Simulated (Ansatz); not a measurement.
**BSe2 (element-swapped structure): how the settings move a single-point run**

Aim: see which settings change the result for BSe2 (element-swapped structure), by how much, and at what cost.

Computed with Ansatz 0.2.0 (reference: DFT PBE, plane waves, PAW, scalar-relativistic, no spin polarisation, unless a step's input says otherwise).

**1. Starting point**

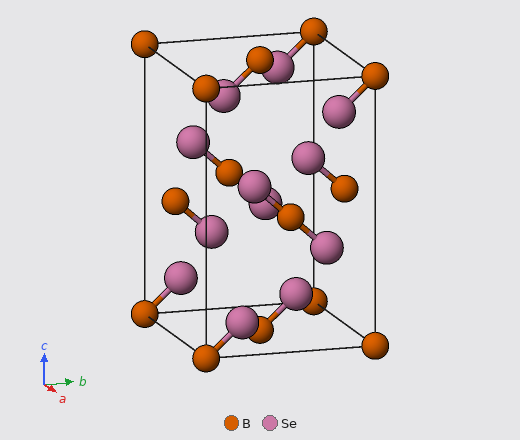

Start, viewed slightly off an axis; boron orange, selenium pink. Atoms on the faces are drawn again on the opposite ones. The cell drawn here is the conventional one.

Structure file:

```xyz
6
Lattice="3.1598 2.8002 0.0000 3.1598 -2.8002 0.0000 0.0000 0.0000 -8.7487" Properties=species:S:1:pos:R:3 pbc="T T T"
B     0.0000    0.0000    0.0000
B     3.1598    0.0000   -4.3743
Se    3.1598   -1.6021   -7.6699
Se    3.1598   -1.1982   -3.2955
Se    3.1598    1.6021   -1.0788
Se    3.1598    1.1982   -5.4531
```

**2. Baseline**

The input, input.yaml:

```yaml
crystal:
  lattice:
    - [3.159798, 2.800231, 0.0]
    - [3.159798, -2.800231, 0.0]
    - [0.0, 0.0, -8.748695]
  atoms:
    - { symbol: B, position: [0.0, 0.0, 0.0] }
    - { symbol: B, position: [0.5, 0.5, 0.5] }
    - { symbol: Se, position: [0.21394, 0.78606, 0.87669] }
    - { symbol: Se, position: [0.28606, 0.71394, 0.37669] }
    - { symbol: Se, position: [0.78606, 0.21394, 0.12331] }
    - { symbol: Se, position: [0.71394, 0.28606, 0.62331] }
  symmetry: { tolerance: 0.0003 }
kpoints:
  mp_grid: { grid: [4, 4, 2], shift: [0, 0, 0] }
magnetization:
  spin_polarized: false
scf:
  occupations: { method: cold, width: 0.0277 }
hamiltonian:
  pseudopotentials: { kind: paw }
  xc: pbe
basis:
  ecutwfc: 420
output:
  forces: true
  stress: true
  eigenvalues: true
```

On the command line:

```sh
$ ansatz run input.yaml --threads 1 --pin off --max-ram 2560MiB --backend cpu --events-out ev --progress --plain --runs-dir out
```

What it wrote, cut to the lines that bear on the results:

```text
Warning: RAYON_NUM_THREADS=1 ignored (pool sized by the plan → 1); use --threads N
[...]
Pseudopotentials: kind: paw
Pseudopotential: B, paw, valence charge 3, recommended cutoff 420 eV (normal), B.paw.azcp
Pseudopotential: Se, paw, valence charge 16, recommended cutoff 420 eV (normal), Se.paw.azcp
Functional definition: PBE
[...]
Crystal: 6 atoms, lattice volume = 154.820 Å³
Basis set: ecut = 420 eV, 3003 PW (Γ), exchange–correlation on 60×60×120 points (8 copies of the dense FFT grid, shifted against one another)
Bands: 42, of which v1, the nominal top of the filled ones, is band 35 counted from 1 (34 counted from 0)
Symmetry: 8 space group operations
Space group: Cmce (ITA 64), of the structure as read, at distance tolerance 1.6e-3 Å
k-points: 14 of 32
[...]
SCF iter   1: F=—  HF=-22182.455496 eV  |F-HF|=—  |Δ(HF+E_count)|=         —  Δρ=4.54e-3  dr2=6.25e-2  ethr=1.77e-3  ⟨swp⟩=6.4  Hψ=2306  notcnv=0  defer=2
[...]
SCF iter   7: F=-22182.438385 eV  HF=-22182.438385 eV  |F-HF|=3.90e-9  |Δ(HF+E_count)|=   2.77e-7  S|Δr|=    0.00e0  Δρ=4.77e-6  dr2=2.96e-8  ethr=1.43e-10  ⟨swp⟩=8.2  Hψ=2669  notcnv=0
[...]
SCF converged after 7 iterations
Stability not checked: this state was not tested for a lower state beside it, because cold or Methfessel-Paxton smearing, or corrected tetrahedra, fill the levels in a way that the test cannot read (fill_not_monotonic; see scf.lower_state_search)
Free energy (F): -22182.438385 eV
[...]
E sigma→0 (E₀):  -22182.439089 eV
Entropy (-TS):   0.002113 eV (0.352 meV/atom)
Fermi energy:    3.508175 eV
[...]
--- Forces (eV/Å), atoms counted from 1 ---
  atom   1  B      0.00000000    -0.00000000     0.00000000
  atom   2  B      0.00000000    -0.00000000    -0.00000000
  atom   3  Se     0.00000000     6.37913219     5.50037906
  atom   4  Se    -0.00000000    -6.37913219     5.50037906
  atom   5  Se    -0.00000000    -6.37913219    -5.50037906
  atom   6  Se     0.00000000     6.37913219    -5.50037906
[...]
--- Stress (GPa, compression-positive) ---
        0.553107       0.000000       0.000000
        0.000000      33.055072       0.000000
        0.000000       0.000000      25.386045
  P = ⅓ Tr σ = 19.6647 GPa (196.647 kbar)
--- Band table (eV; the first three rows and the last of 14) ---
[...]
```

Run time: 5.2 s. Hardware: 1 thread of Intel Xeon Platinum 8259CL at 2.50GHz (Skylake/Cascade Lake), shared host; peak memory 0.51 GiB.

**3. Changed: mp_grid.grid [2, 2, 1], mp_grid.shift [0.5, 0.5, 0.5]**

input.yaml, as its differences from that of step 2:

```diff
@@ -14,3 +14,3 @@
 kpoints:
-  mp_grid: { grid: [4, 4, 2], shift: [0, 0, 0] }
+  mp_grid: { grid: [2, 2, 1], shift: [0.5, 0.5, 0.5] }
 magnetization:
```

On the command line:

```sh
$ ansatz run input.yaml --threads 1 --pin off --max-ram 2560MiB --backend cpu --events-out ev --progress --plain --runs-dir out
```

What it wrote, cut to the lines that bear on the results:

```text
Warning: RAYON_NUM_THREADS=1 ignored (pool sized by the plan → 1); use --threads N
[...]
[... 4 set-up lines as earlier in the session ...]
[...]
Crystal: 6 atoms, lattice volume = 154.820 Å³
Basis set: ecut = 420 eV, 3003 PW (Γ), exchange–correlation on 60×60×120 points (8 copies of the dense FFT grid, shifted against one another)
Bands: 42, of which v1, the nominal top of the filled ones, is band 35 counted from 1 (34 counted from 0)
[... 2 set-up lines as earlier in the session ...]
k-points: 2 of 4
[...]
SCF iter   1: F=—  HF=-22182.376792 eV  |F-HF|=—  |Δ(HF+E_count)|=         —  Δρ=1.12e-2  dr2=1.99e-1  ethr=1.77e-3  ⟨swp⟩=6.0  Hψ=328  notcnv=0
[...]
Free energy (F): -22182.354453 eV
[...]
E sigma→0 (E₀):  -22182.348782 eV
Entropy (-TS):   -0.017014 eV (-2.836 meV/atom)
Fermi energy:    3.584194 eV
Step filling:    the computed levels leave a gap of 0.0095 eV = 0.3 smearing widths at the electron count; against every level under it full and every level over it empty, smearing changes F+E_penalty+E_count by -9.900 meV and its σ→0 estimate by -4.229 meV
[...]
--- Forces (eV/Å), atoms counted from 1 ---
  atom   1  B     -0.00000000     0.00000000     0.00000000
  atom   2  B     -0.00000000    -0.00000000     0.00000000
  atom   3  Se    -0.00000000     6.42852418     5.87936941
  atom   4  Se     0.00000000    -6.42852418     5.87936941
  atom   5  Se     0.00000000    -6.42852418    -5.87936941
  atom   6  Se    -0.00000000     6.42852418    -5.87936941
[...]
--- Stress (GPa, compression-positive) ---
       -0.091342       0.000000       0.000000
        0.000000      32.390832       0.000000
        0.000000       0.000000      27.236102
  P = ⅓ Tr σ = 19.8452 GPa (198.452 kbar)
--- Band table (eV) ---
[...]
```

It took 1.7 s on 1 thread of Intel Xeon Platinum 8259CL at 2.50GHz (Skylake/Cascade Lake), shared host; peak memory 0.44 GiB.

Changing the k-point mesh moves the energy by +14.0 meV/atom, and the largest force goes from 8.42 to 8.71 eV/Å. Sampling errors of the energy have no fixed sign. Cost: 10 SCF cycles against 7, 1.7 s against 5.2 s. These settings are too coarse to quote as the system's properties.

**4. Changing settings: symmetry.detect false, eigensolver.kind davidson, basis.precision f64, tolerance left out**

input.yaml, as its differences from that of step 2:

```diff
@@ -12,3 +12,3 @@
     - { symbol: Se, position: [0.71394, 0.28606, 0.62331] }
-  symmetry: { tolerance: 0.0003 }
+  symmetry: { detect: false }
 kpoints:
@@ -19,2 +19,3 @@
   occupations: { method: cold, width: 0.0277 }
+  eigensolver: { kind: davidson }
 hamiltonian:
@@ -24,2 +25,3 @@
   ecutwfc: 420
+  precision: f64
 output:
@@ -28 +30,5 @@
   eigenvalues: true
+  write_density: true
+  write_potential: true
+  elf: true
+  volumetric_format: npy
```

On the command line:

```sh
$ ansatz run input.yaml --threads 1 --pin off --max-ram 2560MiB --backend cpu --events-out ev --progress --plain --runs-dir out
```

What it wrote, cut to the lines that bear on the results:

```text
Warning: RAYON_NUM_THREADS=1 ignored (pool sized by the plan → 1); use --threads N
[...]
[... 4 set-up lines as earlier in the session ...]
[...]
Crystal: 6 atoms, lattice volume = 154.820 Å³
Basis set: ecut = 420 eV, 3003 PW (Γ), exchange–correlation on 60×60×120 points (8 copies of the dense FFT grid, shifted against one another)
Bands: 42, of which v1, the nominal top of the filled ones, is band 35 counted from 1 (34 counted from 0)
Symmetry: 1 space group operations
k-points: 20 of 32 (time reversal used)
[...]
SCF iter   1: F=—  HF=-22182.453029 eV  |F-HF|=—  |Δ(HF+E_count)|=         —  Δρ=4.64e-3  dr2=6.71e-2  ethr=1.77e-3  ⟨swp⟩=11.6  Hψ=3665  notcnv=0
[...]
SCF converged after 7 iterations
Stability not checked: this state was not tested for a lower state beside it, because cold or Methfessel-Paxton smearing, or corrected tetrahedra, fill the levels in a way that the test cannot read (fill_not_monotonic; see scf.lower_state_search)
Free energy (F): -22182.438385 eV
[...]
E sigma→0 (E₀):  -22182.439090 eV
Entropy (-TS):   0.002115 eV (0.352 meV/atom)
Fermi energy:    3.508146 eV
[...]
--- Forces (eV/Å), atoms counted from 1 ---
  atom   1  B     -0.00000008     0.00000147     0.00000128
  atom   2  B      0.00000016     0.00000002     0.00000016
  atom   3  Se     0.00000005     6.37915082     5.50040497
  atom   4  Se     0.00000005    -6.37915649     5.50040237
  atom   5  Se    -0.00000003    -6.37915115    -5.50040549
  atom   6  Se    -0.00000001     6.37915635    -5.50040207
[...]
--- Stress (GPa, compression-positive) ---
        0.552956      -0.000000       0.000003
       -0.000000      33.055196       0.000017
        0.000003       0.000017      25.385902
  P = ⅓ Tr σ = 19.6647 GPa (196.647 kbar)
--- Band table (eV; the first three rows and the last of 20) ---
[...]
```

It took 14 s on 1 thread of Intel Xeon Platinum 8259CL at 2.50GHz (Skylake/Cascade Lake), shared host; peak memory 0.47 GiB.

Energy and cycle count are those of the reference, so the change (use of symmetry, solver and arithmetic precision) left the result and the number of cycles as they were.

**5. Changing settings: occupations.width 0.3, ecutwfc 200 eV**

input.yaml, as its differences from that of step 2:

```diff
@@ -18,3 +18,3 @@
 scf:
-  occupations: { method: cold, width: 0.0277 }
+  occupations: { method: cold, width: 0.3 }
 hamiltonian:
@@ -23,3 +23,3 @@
 basis:
-  ecutwfc: 420
+  ecutwfc: "200 eV"
 output:
```

On the command line:

```sh
$ ansatz run input.yaml --threads 1 --pin off --max-ram 2560MiB --backend cpu --events-out ev --progress --plain --runs-dir out
```

What it wrote, cut to the lines that bear on the results:

```text
Warning: basis.ecutwfc = 200 eV is below the records' recommended 420 eV, and the density's cutoff is lower with it unless basis.ecutrho_ratio is high enough to keep the records' density cutoff: compare with a run at a higher cutoff
Warning: RAYON_NUM_THREADS=1 ignored (pool sized by the plan → 1); use --threads N
[...]
[... 4 set-up lines as earlier in the session ...]
[...]
Crystal: 6 atoms, lattice volume = 154.820 Å³
Basis set: ecut = 200 eV, 985 PW (Γ), exchange–correlation on 40×40×90 points (8 copies of the dense FFT grid, shifted against one another)
Bands: 42, of which v1, the nominal top of the filled ones, is band 35 counted from 1 (34 counted from 0)
[... 2 set-up lines as earlier in the session ...]
k-points: 14 of 32
[...]
SCF converged after 8 iterations
Stability not checked: this state was not tested for a lower state beside it, because cold or Methfessel-Paxton smearing, or corrected tetrahedra, fill the levels in a way that the test cannot read (fill_not_monotonic; see scf.lower_state_search)
Free energy (F): -22169.600772 eV
[...]
E sigma→0 (E₀):  -22169.590144 eV
Entropy (-TS):   -0.031883 eV (-5.314 meV/atom)
Fermi energy:    3.420325 eV
[...]
--- Forces (eV/Å), atoms counted from 1 ---
  atom   1  B      0.00000000     0.00000000    -0.00000000
  atom   2  B      0.00000000     0.00000000     0.00000000
  atom   3  Se    -0.00000000     6.47241887     5.62915501
  atom   4  Se    -0.00000000    -6.47241887     5.62915501
  atom   5  Se    -0.00000000    -6.47241887    -5.62915501
  atom   6  Se    -0.00000000     6.47241887    -5.62915501
[...]
--- Stress (GPa, compression-positive) ---
       -0.183125       0.000000       0.000000
        0.000000      33.120005       0.000000
        0.000000       0.000000      26.097439
  P = ⅓ Tr σ = 19.6781 GPa (196.781 kbar)
--- Band table (eV; the first three rows and the last of 14) ---
[...]
```

It took 2 s on 1 thread of Intel Xeon Platinum 8259CL at 2.50GHz (Skylake/Cascade Lake), shared host; peak memory 0.42 GiB.

Changing the smearing and cutoff moves the energy by +2.14 eV/atom (σ→0 values), and the largest force goes from 8.42 to 8.58 eV/Å. More than one kind of setting changed, and this run alone doesn't tell their shares apart. The log warns that the cutoff is under what these potentials recommend, so the shift holds truncation error. Cost: 8 SCF cycles against 7, 2 s against 5.2 s. These settings are too coarse to quote as the system's properties.

**6. The same system, input altered**

input.yaml, as its differences from that of step 2:

```diff
@@ -2,5 +2,5 @@
   lattice:
-    - [3.159798, 2.800231, 0.0]
-    - [3.159798, -2.800231, 0.0]
-    - [0.0, 0.0, -8.748695]
+    - [5.97115275, 5.29166961, 0.0]
+    - [5.97115275, -5.29166961, 0.0]
+    - [0.0, 0.0, -16.53263728]
   atoms:
@@ -19,2 +19,3 @@
   occupations: { method: cold, width: 0.0277 }
+  max_iter: 60
 hamiltonian:
```

On the command line:

```sh
$ ansatz run input.yaml --threads 1 --pin off --max-ram 2560MiB --backend cpu --events-out ev --progress --plain --runs-dir out
```

What it wrote, cut to the lines that bear on the results:

```text
Warning: RAYON_NUM_THREADS=1 ignored (pool sized by the plan → 1); use --threads N
[...]
[... 4 set-up lines as earlier in the session ...]
[...]
Crystal: 6 atoms, lattice volume = 1044.776 Å³
Basis set: ecut = 420 eV, 20473 PW (Γ), exchange–correlation on 108×108×240 points (8 copies of the dense FFT grid, shifted against one another)
Bands: 42, of which v1, the nominal top of the filled ones, is band 35 counted from 1 (34 counted from 0)
[... 1 set-up line as earlier in the session ...]
Space group: Cmce (ITA 64), of the structure as read, at distance tolerance 3.0e-3 Å
k-points: 14 of 32
[...]
SCF iter   1: F=—  HF=-22168.363576 eV  |F-HF|=—  |Δ(HF+E_count)|=         —  Δρ=9.30e-3  dr2=9.47e-1  ethr=1.77e-3  ⟨swp⟩=5.1  Hψ=1760  notcnv=0
[...]
Stability not checked: this state was not tested for a lower state beside it, because cold or Methfessel-Paxton smearing, or corrected tetrahedra, fill the levels in a way that the test cannot read (fill_not_monotonic; see scf.lower_state_search)
Free energy (F): -22168.060943 eV
[...]
E sigma→0 (E₀):  -22168.049803 eV
Entropy (-TS):   -0.033420 eV (-5.570 meV/atom)
Fermi energy:    -4.657280 eV
[...]
--- Forces (eV/Å), atoms counted from 1 ---
  atom   1  B      0.00000000    -0.00000000     0.00000000
  atom   2  B      0.00000000    -0.00000000     0.00000000
  atom   3  Se     0.00000000    -1.41957063    -1.27422559
  atom   4  Se     0.00000000     1.41957063    -1.27422559
  atom   5  Se     0.00000000     1.41957063     1.27422559
  atom   6  Se     0.00000000    -1.41957063     1.27422559
[...]
--- Stress (GPa, compression-positive) ---
       -0.016390       0.000000       0.000000
        0.000000      -1.997103       0.000000
        0.000000       0.000000      -1.615148
  P = ⅓ Tr σ = -1.2095 GPa (-12.095 kbar)
--- Band table (eV; the first three rows and the last of 14) ---
[...]
```

It took 50 s on 1 thread of Intel Xeon Platinum 8259CL at 2.50GHz (Skylake/Cascade Lake), shared host; peak memory 1.2 GiB.

**7. A look at that input**

This run ends as converged. It gives a pressure of -1 GPa, far from the sound run.

The structure is inflated by the factor 1.89 between bohr and ångström. The shortest distance in the input is 3.05 Å, between atoms 1 (B) and 3 (Se).

Fix: divide the lengths by 1.8897.

Changing the structure moves the energy by +2.40 eV/atom, and the pressure goes from 19.7 to -1.2 GPa and the largest force goes from 8.42 to 1.91 eV/Å. Cost: 20 SCF cycles against 7, 50 s against 5.2 s.

**8. All runs together**

```
                                                                                         run     ending        energy change  pressure (GPa)  gap (eV)  force (eV/Å)  cycles   time
                                                                                   reference  converged                    0            19.7      0.00          8.42       7  5.2 s
                                    1: mp_grid.grid [2, 2, 1], mp_grid.shift [0.5, 0.5, 0.5]  converged       +14.0 meV/atom            19.8      0.00          8.71      10  1.7 s
2: symmetry.detect false, eigensolver.kind davidson, basis.precision f64, tolerance left out  converged         0.0 meV/atom            19.7      0.00          8.42       7   14 s
                                                    3: occupations.width 0.3, ecutwfc 200 eV  converged  +2.14 eV/atom (σ→0)            19.7      0.00          8.58       8    2 s
                                                                                4: structure  converged        +2.40 eV/atom            -1.2      0.00          1.91      20   50 s
```

Times don't compare one to one where runs were asked for different outputs or read a saved state (see the inputs); cycles may leave out searches for a lower state.

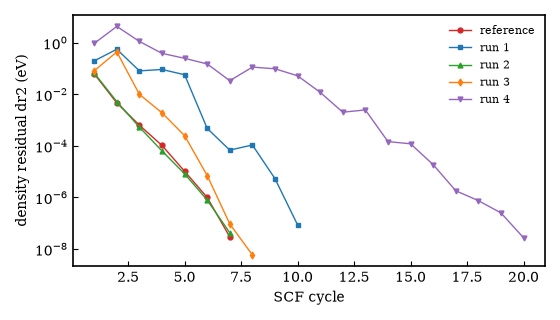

Residual by cycle in the longest SCF loop of each run; runs are numbered as in the table.

**Reading.** Run 3 ran under the cutoff that the potentials recommend, as the log warns, so basis error is mixed into its values. The structure is not at rest: the sound run finds 20 GPa, so these are no properties of the relaxed crystal. 

The reference has limits of its own: its mesh is coarse for a cell with so small a gap or none; the structure is made up and not relaxed.
